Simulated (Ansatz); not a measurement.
# UMP2/3-21G run of NH2 (SMILES [NH2])

Aim: the energy change on altering one bond length of NH2 at UMP2/3-21G, from 2 runs. 

The calculation is run with Ansatz 0.2.0.

48 further runs of the same task are left out: 48 set aside as unsound or not needed.

## (1) The molecule

NH2 has 3 atoms, charge 0, and is taken as a doublet. SMILES: `[NH2]`. Geometry: relaxed at GFN2-xTB.

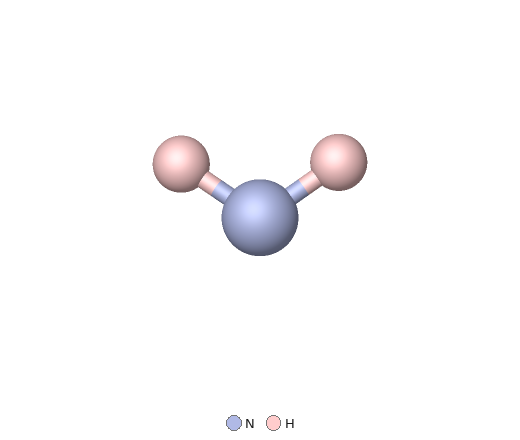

The structure, seen from a chosen angle (nitrogen light blue, hydrogen pink).

## (2) A single-point energy at UMP2/3-21G

Input file molecule.yaml:

```yaml
crystal:
  periodic: [false, false, false]
  atoms:
    - symbol: N
      position_ang: [0.307180, -0.182210, 0.151440]
    - symbol: H
      position_ang: [0.155580, 0.820260, 0.174790]
    - symbol: H
      position_ang: [-0.462760, -0.638040, -0.326220]
basis:
  gaussian:
    orbitals: 3-21G.json
accuracy: high
correlation:
  method: mp2
  frozen_orbitals: {H: 0, "N": 1}
magnetization:
  spin_polarized: true
  initial_magnetization: 1
```

The basis set 3-21G is read from a file made from the Basis Set Exchange's data (not shown).

The run is started by

```bash
$ ansatz run molecule.yaml --threads 1 --pin off --max-ram 2610MiB --events-out events.jsonl --progress --plain --runs-dir runs
```

Standard output:

```text
Warning: RAYON_NUM_THREADS=1 ignored (pool sized by the plan → 1); use --threads N
Functional definition: HF
  name "HF"
  exchange = exact_x
  correlation = 0
248 factors; integrals over basis functions are off by at most 4.8e-9 eV
mean field evaluation 1: about -1502.8312 eV, gradient 9.9e0 eV
mean field evaluation 2: about -1502.8291 eV, gradient 9.9e0 eV
mean field evaluation 4: about -1503.2834 eV, gradient 7.8e-1 eV
mean field evaluation 8: about -1503.2881 eV, gradient 9.2e-4 eV
mean field -1503.28808442 eV, -55.2448181371 hartree, gradient 3.6e-8 eV, S^2 0.756244; 0 other end points of the search recorded, 0 dependent functions left out
1 core orbitals not correlated: weight in the atoms' cores, before any rotation towards them, 1.000 or more for the frozen orbitals, at most 0.000 for the correlated occupied ones
reference -1503.28808442 eV, -55.2448181371 hartree; 4, 3 occupied and 8, 9 virtual orbitals, 248 factors
second order -2.24037897 eV of doubles, -0.00000000 eV of singles
Total energy: -1505.52846339 eV, -55.3271505458 hartree
```

It took 0.08 s on 1 thread of Arm Neoverse V1, shared host.

## (3) The distorted shape

Input file input.yaml:

```yaml
crystal:
  periodic: [false, false, false]
  atoms:
    - {symbol: N, position_ang: [0.345084, -0.432856, 0.145602]}
    - {symbol: H, position_ang: [0.155580, 0.820260, 0.174790]}
    - {symbol: H, position_ang: [-0.424856, -0.888686, -0.332058]}
basis:
  gaussian:
    orbitals: 3-21G.json
accuracy: high
correlation:
  method: mp2
  frozen_orbitals: {H: 0, "N": 1}
magnetization:
  spin_polarized: true
  initial_magnetization: 1
```

The basis set 3-21G is read from a file made from the Basis Set Exchange's data (not shown).

The run is started by

```bash
$ ansatz run input.yaml --threads 1 --pin off --max-ram 2610MiB --events-out events.jsonl --progress --plain --runs-dir runs
```

Standard output:

```text
Warning: RAYON_NUM_THREADS=1 ignored (pool sized by the plan → 1); use --threads N
[... 4 set-up lines as earlier in the session ...]
248 factors; integrals over basis functions are off by at most 2.7e-9 eV
mean field evaluation 1: about -1502.0489 eV, gradient 9.0e0 eV
mean field evaluation 2: about -1502.0481 eV, gradient 9.0e0 eV
mean field evaluation 4: about -1502.5010 eV, gradient 9.5e-1 eV
mean field evaluation 8: about -1502.5198 eV, gradient 1.8e-2 eV
mean field evaluation 16: about -1502.5198 eV, gradient 1.2e-8 eV
mean field -1502.51977258 eV, -55.2165831977 hartree, gradient 1.2e-8 eV, S^2 0.776487; 0 other end points of the search recorded, 0 dependent functions left out
1 core orbitals not correlated: weight in the atoms' cores, before any rotation towards them, 1.000 or more for the frozen orbitals, at most 0.000 for the correlated occupied ones
reference -1502.51977258 eV, -55.2165831977 hartree; 4, 3 occupied and 8, 9 virtual orbitals, 248 factors
second order -2.37345002 eV of doubles, -0.00000000 eV of singles
Total energy: -1504.89322259 eV, -55.3038058771 hartree
```

It took 0.08 s on 1 thread of Arm Neoverse V1, shared host.

## (4) Summary of results

Level: UMP2/3-21G, 1 core orbital frozen.

| quantity | value |
| --- | --- |
| first shape: total energy | -55.32715 Eh |
| first shape: correlation energy (1 core orbital frozen) | -82.3 mEh |
| first shape: ⟨S²⟩ of the reference determinant | 0.756 |
| distorted shape: total energy | -55.30381 Eh |
| distorted shape: correlation energy (1 core orbital frozen) | -87.2 mEh |
| distorted shape: ⟨S²⟩ of the reference determinant | 0.776 |
| energy change with the N1–H2 bond stretched from 1.014 to 1.268 Å | 0.635 eV |

In words: With the N1–H2 bond stretched from 1.014 to 1.268 Å the energy rises by 0.64 eV (14.6 kcal/mol). The first shape isn't relaxed at this level, so the change isn't measured from a minimum.
